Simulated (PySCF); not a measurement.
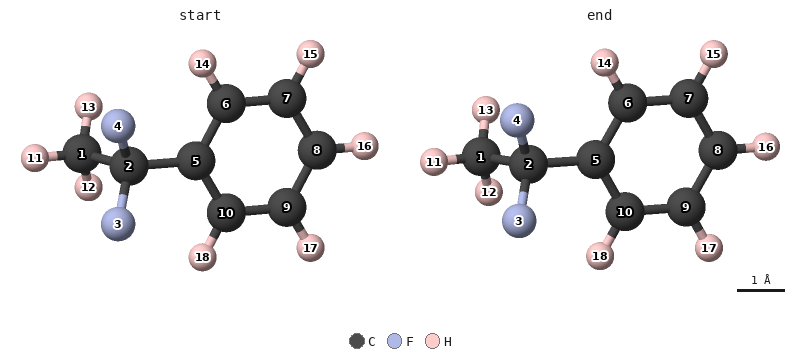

The structure of C8H8F2 before (left) and after (right) a relaxation, at one scale.

Style: ball-and-stick. Shown at a tilt.

The start comes from GFN2-xTB.

These are results of PBE0-D3(BJ)/def2-SVP geometry optimisation, gas phase in PySCF 2.14.0, density-fitted response routines, not measurements. 

### What changed between the two?

The largest move after the best rigid fit is that of F4, 0.15 Å. Largest moves by element: F 0.15 Å, H 0.12 Å, C 0.07 Å. Near-neighbour distances that change, for instance: C1–C2 1.522 → 1.509 Å, C10–H18 1.080 → 1.092 Å, C1–H11 1.088 → 1.099 Å, C6–C7 1.384 → 1.394 Å. Among the angles between lasting bonds that change: F3–C2–F4 104.3° → 106.5°. The energy falls by 1.11 kcal/mol in 7 geometry steps. Largest force component: 0.67 eV/Å at the start, 0.0091 eV/Å at the end.
